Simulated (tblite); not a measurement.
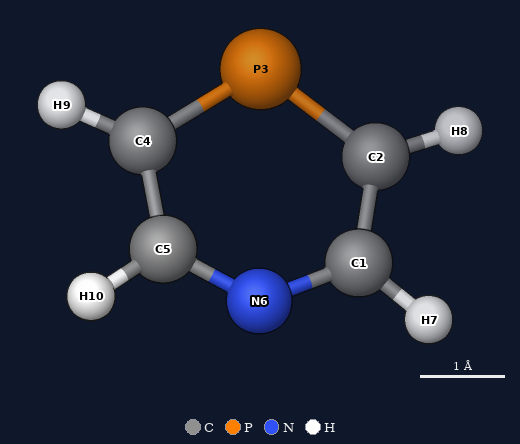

The input geometry (ball-and-stick view, seen at a tilt; atoms are numbered from 1 in the order of the input). Bond lengths as drawn: C–C 1.38 Å, C–H 1.07 to 1.10 Å, C–N 1.31 to 1.34 Å and C–P 1.74 to 1.76 Å.

**Geometry relaxation, with input and output: C₄H₄NP**

The run: geometry relaxation of C₄H₄NP, SMILES c1cpccn1. Method and program: GFN2-xTB geometry optimisation, gas phase (tblite 0.8.0).

**Output**
```
step      E/eV     max force
  0    -434.89093    2.082
  1    -435.02351    1.229
  2    -435.14966    1.049
  3    -435.25702    0.955
  4    -435.28894    0.557
  5    -435.30902    0.264
  6    -435.31308    0.165
  7    -435.31420    0.097
  8    -435.31481    0.095
  9    -435.31578    0.083
 10    -435.31609    0.039
 11    -435.31614    0.013
 12    -435.31615    0.007
```

**Trajectory as extended XYZ (Å, eV, eV/Å), 10 of the 13 frames kept, from step=0 to step=12**
```
10
Properties=species:S:1:pos:R:3:forces:R:3 step=0 energy=-434.89093
C     1.1370   -0.7741   -0.1842   -1.3740   0.4000  -0.0090
C     1.4845    0.5264    0.1285   -0.6910  -0.7410  -0.0800
P     0.1808    1.6377    0.4076   -0.3160   2.0110   0.4390
C    -1.3573    0.8167    0.1789    1.7890  -0.6880  -0.0410
C    -1.2500   -0.5268   -0.1332   -0.3370   0.2440  -0.0940
N    -0.1345   -1.1966   -0.3002    0.9840  -1.2250  -0.2060
H     1.9235   -1.4936   -0.3598   -0.2320  -0.3500  -0.0820
H     2.5336    0.8022    0.2184   -0.4320   0.1980   0.0190
H    -2.3116    1.2851    0.2995   -0.0080   0.3240   0.0640
H    -2.1971   -1.0725   -0.2781    0.6190  -0.1720  -0.0110
10
Properties=species:S:1:pos:R:3:forces:R:3 step=1 energy=-435.02351
C     1.1173   -0.7684   -0.1843   -0.1970  -0.3820  -0.1580
C     1.4746    0.5158    0.1274   -0.7220   0.5690   0.2230
P     0.1763    1.6665    0.4139    0.2860   1.1700   0.2430
C    -1.3317    0.8069    0.1784    0.5580   0.1740   0.1400
C    -1.2548   -0.5233   -0.1345    0.7610  -0.6030  -0.2490
N    -0.1205   -1.2141   -0.3031   -0.6990  -0.7580  -0.1310
H     1.9202   -1.4986   -0.3610   -0.5180   0.0180   0.0050
H     2.5274    0.8050    0.2186   -0.6100   0.0490  -0.0180
H    -2.3117    1.2898    0.3004    0.7210  -0.0610  -0.0330
H    -2.1883   -1.0749   -0.2782    0.4210  -0.1760  -0.0230
10
Properties=species:S:1:pos:R:3:forces:R:3 step=3 energy=-435.25702
C     1.0819   -0.7725   -0.1903    0.0680  -0.1240   0.0320
C     1.4143    0.5300    0.1374   -0.2920   0.3430   0.0700
P     0.1851    1.7620    0.4338    0.0650  -0.6170  -0.1470
C    -1.2651    0.8030    0.1852   -0.0930   0.2900   0.0530
C    -1.2212   -0.5405   -0.1466    0.2550  -0.0140   0.0650
N    -0.1348   -1.2847   -0.3162   -0.0510   0.2310  -0.0080
H     1.8838   -1.5029   -0.3621   -0.2670   0.2550   0.0520
H     2.4773    0.8105    0.2175   -0.6770  -0.1040  -0.0410
H    -2.2602    1.2884    0.2988    0.8970  -0.3180  -0.0770
H    -2.1523   -1.0887   -0.2800    0.0930   0.0600   0.0010
10
Properties=species:S:1:pos:R:3:forces:R:3 step=4 energy=-435.28894
C     1.0740   -0.7742   -0.1906    0.1420   0.1370   0.1010
C     1.3973    0.5367    0.1401   -0.1940  -0.0610  -0.0420
P     0.1869    1.7711    0.4354    0.0110  -0.5250  -0.1170
C    -1.2514    0.8059    0.1872    0.0060  -0.1060  -0.0570
C    -1.2119   -0.5426   -0.1476    0.0490   0.1720   0.1220
N    -0.1355   -1.2952   -0.3191   -0.0310   0.2950   0.0050
H     1.8724   -1.4998   -0.3615   -0.0880   0.1990   0.0400
H     2.4555    0.8100    0.2166   -0.4650  -0.0560  -0.0230
H    -2.2352    1.2831    0.2973    0.5300  -0.1680  -0.0390
H    -2.1432   -1.0903   -0.2803    0.0410   0.1130   0.0110
10
Properties=species:S:1:pos:R:3:forces:R:3 step=5 energy=-435.30902
C     1.0714   -0.7719   -0.1887   -0.0740   0.0490   0.0540
C     1.3819    0.5384    0.1406    0.0120  -0.2110  -0.0720
P     0.1883    1.7686    0.4346   -0.0790  -0.1830  -0.0370
C    -1.2409    0.8039    0.1870    0.1480  -0.1670  -0.0640
C    -1.2051   -0.5405   -0.1458   -0.1580   0.0150   0.0590
N    -0.1370   -1.2965   -0.3209    0.1510   0.2160   0.0110
H     1.8634   -1.4941   -0.3604    0.0960   0.0960   0.0200
H     2.4321    0.8088    0.2157   -0.1710   0.0150   0.0000
H    -2.2091    1.2770    0.2956    0.0690   0.0280   0.0080
H    -2.1361   -1.0890   -0.2803    0.0050   0.1430   0.0210
10
Properties=species:S:1:pos:R:3:forces:R:3 step=7 energy=-435.31420
C     1.0714   -0.7713   -0.1869   -0.0170  -0.0510  -0.0060
C     1.3806    0.5337    0.1388   -0.0030  -0.0100  -0.0030
P     0.1870    1.7600    0.4328   -0.0010   0.0130   0.0020
C    -1.2380    0.7993    0.1850    0.0030  -0.0060  -0.0020
C    -1.2076   -0.5407   -0.1436   -0.0140  -0.0570  -0.0020
N    -0.1353   -1.2894   -0.3209    0.0000  -0.0600  -0.0210
H     1.8661   -1.4892   -0.3594    0.0890   0.0380   0.0090
H     2.4242    0.8093    0.2156   -0.0020   0.0400   0.0070
H    -2.2027    1.2769    0.2957    0.0180   0.0430   0.0110
H    -2.1369   -1.0839   -0.2796   -0.0710   0.0490   0.0050
10
Properties=species:S:1:pos:R:3:forces:R:3 step=8 energy=-435.31481
C     1.0713   -0.7722   -0.1867    0.0090  -0.0490  -0.0140
C     1.3806    0.5325    0.1383   -0.0130   0.0310   0.0110
P     0.1867    1.7589    0.4325    0.0140   0.0120   0.0000
C    -1.2376    0.7982    0.1846   -0.0250   0.0190   0.0090
C    -1.2084   -0.5417   -0.1432    0.0240  -0.0410  -0.0100
N    -0.1352   -1.2896   -0.3213   -0.0340  -0.0870  -0.0190
H     1.8687   -1.4877   -0.3590    0.0650   0.0300   0.0080
H     2.4233    0.8102    0.2157    0.0070   0.0320   0.0060
H    -2.2018    1.2780    0.2960    0.0280   0.0280   0.0070
H    -2.1387   -1.0820   -0.2794   -0.0740   0.0250   0.0020
10
Properties=species:S:1:pos:R:3:forces:R:3 step=9 energy=-435.31578
C     1.0710   -0.7744   -0.1866    0.0180  -0.0350  -0.0220
C     1.3795    0.5307    0.1378   -0.0140   0.0610   0.0240
P     0.1866    1.7579    0.4322    0.0190   0.0000  -0.0060
C    -1.2365    0.7961    0.1839   -0.0440   0.0530   0.0250
C    -1.2092   -0.5442   -0.1428    0.0420  -0.0220  -0.0240
N    -0.1356   -1.2924   -0.3227   -0.0350  -0.0750  -0.0030
H     1.8745   -1.4843   -0.3582    0.0160   0.0130   0.0050
H     2.4211    0.8128    0.2161    0.0100   0.0080   0.0000
H    -2.1989    1.2806    0.2966    0.0310  -0.0010   0.0000
H    -2.1434   -1.0781   -0.2789   -0.0440  -0.0020  -0.0010
10
Properties=species:S:1:pos:R:3:forces:R:3 step=11 energy=-435.31614
C     1.0706   -0.7759   -0.1871    0.0010   0.0030  -0.0070
C     1.3781    0.5307    0.1381   -0.0010   0.0030   0.0050
P     0.1868    1.7583    0.4320    0.0010  -0.0020  -0.0040
C    -1.2360    0.7957    0.1843   -0.0030   0.0020   0.0080
C    -1.2087   -0.5456   -0.1434    0.0050   0.0030  -0.0120
N    -0.1362   -1.2962   -0.3234   -0.0010  -0.0050   0.0090
H     1.8775   -1.4822   -0.3577   -0.0020   0.0040   0.0020
H     2.4198    0.8142    0.2163    0.0010  -0.0060  -0.0020
H    -2.1966    1.2819    0.2970    0.0000  -0.0040   0.0000
H    -2.1463   -1.0762   -0.2787    0.0000   0.0030   0.0000
10
Properties=species:S:1:pos:R:3:forces:R:3 step=12 energy=-435.31615
C     1.0706   -0.7758   -0.1872   -0.0010   0.0030  -0.0020
C     1.3780    0.5308    0.1382    0.0000  -0.0030   0.0010
P     0.1868    1.7583    0.4320   -0.0010   0.0000  -0.0020
C    -1.2361    0.7958    0.1844    0.0020  -0.0040   0.0030
C    -1.2086   -0.5455   -0.1436    0.0000   0.0030  -0.0060
N    -0.1362   -1.2964   -0.3232    0.0020   0.0010   0.0060
H     1.8774   -1.4822   -0.3577    0.0010   0.0040   0.0020
H     2.4198    0.8141    0.2163    0.0000  -0.0050  -0.0020
H    -2.1966    1.2818    0.2970   -0.0030  -0.0020   0.0000
H    -2.1463   -1.0762   -0.2787    0.0010   0.0040   0.0000
```

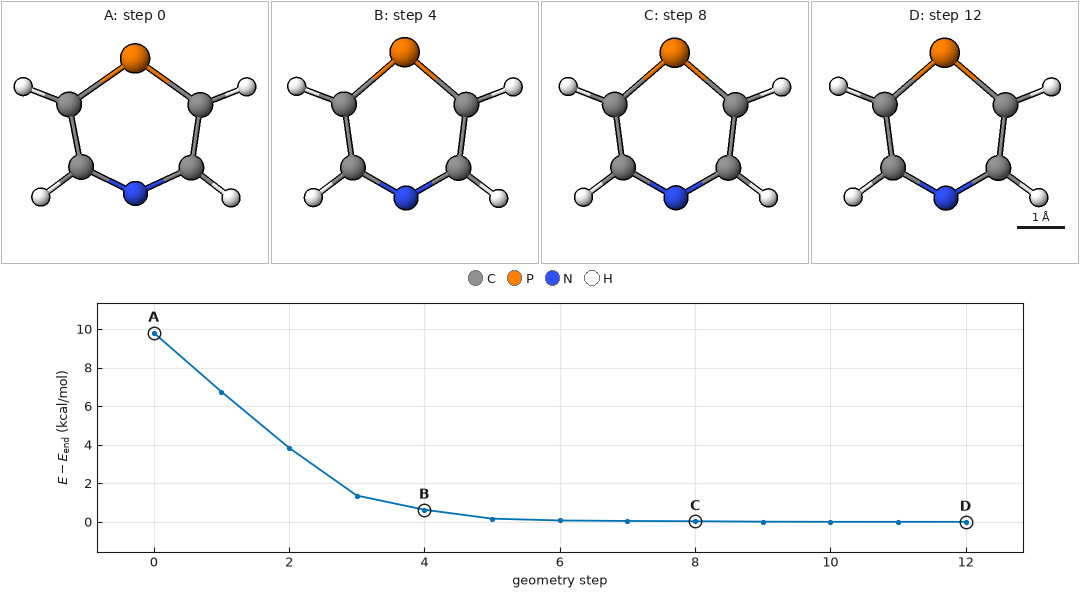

Frames of the relaxation (ball-and-stick view, seen at a tilt) above the curves, on which the letters mark them (steps are counted from 0).

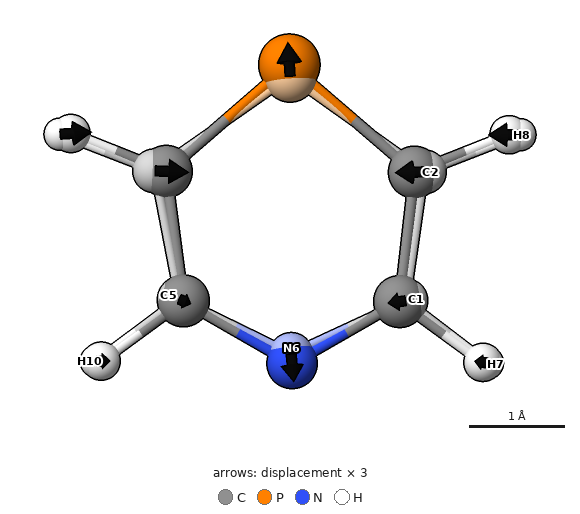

Start (faint) and end (solid) with the displacements as black arrows, magnified 3 times (ball-and-stick view, seen at a tilt). The two geometries are laid on each other by the best rigid fit. The largest moves after the best rigid fit, 0.12 Å, are those of P3 and C4. By element the largest moves are C 0.12 Å, P 0.12 Å, H 0.12 Å, N 0.10 Å. Distances before and after: C1–N6 1.345 → 1.321 Å, P3–C4 1.758 → 1.736 Å, C5–H10 1.103 → 1.086 Å, C4–H9 1.070 → 1.082 Å. Among the angles that change: C2–P3–C4 109.7° → 98.4°, P3–C4–C5 114.5° → 123.8°, C1–N6–C5 129.2° → 120.2°. Over 12 geometry steps the energy falls by 9.81 kcal/mol. The largest force component goes from 2 to 0.006 eV/Å. (Atoms are counted from 1 in the order of the input.)

The run was set up as follows.

**Input file**
```
{"job": {"kind": "relax", "xc": "GFN2-xTB", "basis": "xTB"}, "charge": 0, "multiplicity": 1}
C      1.137000    -0.774100    -0.184200
C      1.484500     0.526400     0.128500
P      0.180800     1.637700     0.407600
C     -1.357300     0.816700     0.178900
C     -1.250000    -0.526800    -0.133200
N     -0.134500    -1.196600    -0.300200
H      1.923500    -1.493600    -0.359800
H      2.533600     0.802200     0.218400
H     -2.311600     1.285100     0.299500
H     -2.197100    -1.072500    -0.278100
```

The first line tells a small driver script what to run in tblite; the rest is the geometry in Å.

Launch command:
```bash
OMP_NUM_THREADS=1 python <driver script> task.json out
```

**Summary**

- outcome: converged
- total energy: −435.3162 eV
- hardware: 1 CPU thread, shared host
- peak memory: 0.17 GiB
